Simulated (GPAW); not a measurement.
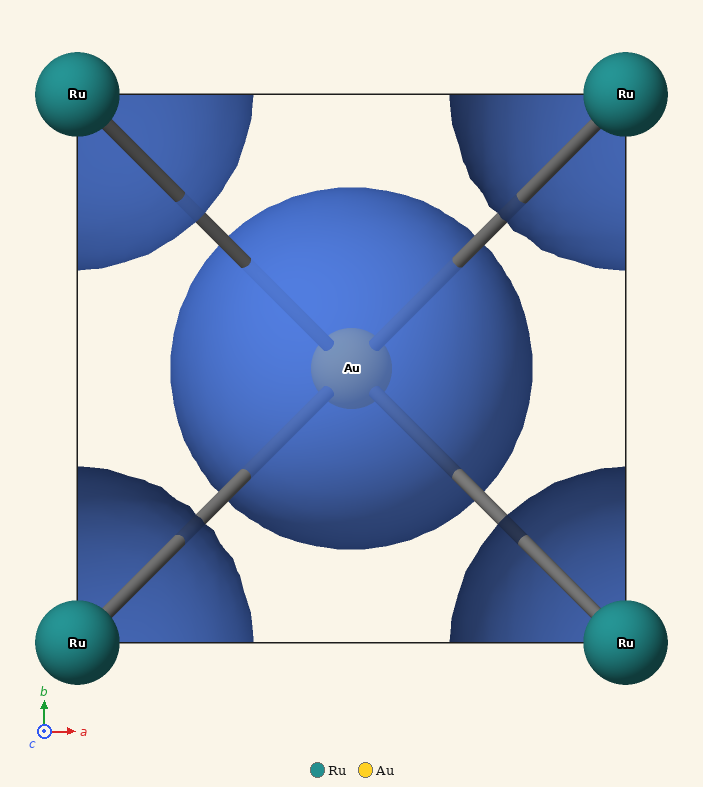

*RuAu. Isosurface of the valence charge density (pseudo) at 0.6 e/Å³ (blue), seen along the c axis. Sticks mark near contacts.*

Space group Pm-3m; a generated structure, not necessarily the stable one.

All numbers below come from GPAW, Kohn-Sham DFT of a periodic cell, PBE, GPAW PAW data sets (gpaw-data 1.2.1).

The density is the valence pseudo-density of a PAW calculation; it isn't the true density close to the nuclei.

```xyz
2
Lattice="3.1648 0.0000 0.0000 0.0000 3.1648 0.0000 0.0000 0.0000 3.1648" Properties=species:S:1:pos:R:3 pbc="T T T"
Ru    0.0000    0.0000    0.0000
Au    1.5824    1.5824    1.5824
```

> What does this surface tell about the bonding?

At this value the density breaks into separate islands; it holds about 75 % of the electrons treated as valence. It bridges none of the near contacts. It is pinched off along the sampled Ru–Au (2.74 Å) contacts. On the grid the lowest density along these lines, outside the cores, is 0.36 e/Å³ (Ru–Au, 2.74 Å).
